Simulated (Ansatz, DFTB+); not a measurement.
# [P2H3]− (SMILES [PH-]P): methods side by side

[P2H3]−: 5 atoms, total charge -1, spin state singlet. SMILES: `[PH-]P`. Geometry: relaxed at GFN2-xTB. This is one conformer, not always the lowest.

Quantity: the vertical energy of the triplet above the singlet, in eV. The values are calculated.

```json
{"level": "DFTB2-D4", "kind": "semi-empirical", "program": "DFTB+", "value (eV)": "3.02", "less FCI/STO-3G": "-3.05"}
{"level": "HF/STO-3G", "kind": "Hartree–Fock", "program": "Ansatz", "value (eV)": "5.64", "less FCI/STO-3G": "-0.43"}
{"level": "SVWN5/STO-3G", "kind": "LDA", "program": "Ansatz", "value (eV)": "6.07", "less FCI/STO-3G": "0.00"}
{"level": "PBE/STO-3G", "kind": "GGA", "program": "Ansatz", "value (eV)": "5.95", "less FCI/STO-3G": "-0.12"}
{"level": "PBE0/STO-3G", "kind": "global hybrid", "program": "Ansatz", "value (eV)": "5.92", "less FCI/STO-3G": "-0.15"}
{"level": "r2SCAN0/STO-3G", "kind": "hybrid meta-GGA", "program": "Ansatz", "value (eV)": "5.86", "less FCI/STO-3G": "-0.21"}
{"level": "B2PLYP/STO-3G", "kind": "double hybrid", "program": "Ansatz", "value (eV)": "5.97", "less FCI/STO-3G": "-0.10"}
{"level": "MP2/STO-3G", "kind": "perturbation theory", "program": "Ansatz", "value (eV)": "5.99", "less FCI/STO-3G": "-0.08"}
{"level": "CCSD(T)/STO-3G", "kind": "coupled cluster or CI", "program": "Ansatz", "value (eV)": "6.07", "less FCI/STO-3G": "0.00"}
{"level": "FCI/STO-3G", "kind": "exact in the basis", "program": "Ansatz", "value (eV)": "6.07", "less FCI/STO-3G": "0.00"}
```

FCI/STO-3G is exact within its basis and frozen core, so for wave-function methods in that basis the difference is their error; functionals converge differently with the basis, so for them it is only a difference. Sets without diffuse functions describe the anion poorly. The values span 3.02 to 6.07 eV. A triplet this far above the singlet is often a Rydberg-like or dissociative state; sets without diffuse functions put Rydberg states too high. All rows use very small basis sets, so even the best lies far from the true value.

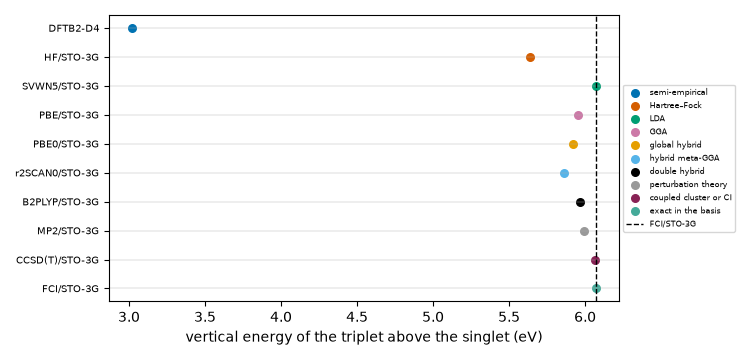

The values of the table, level by level.
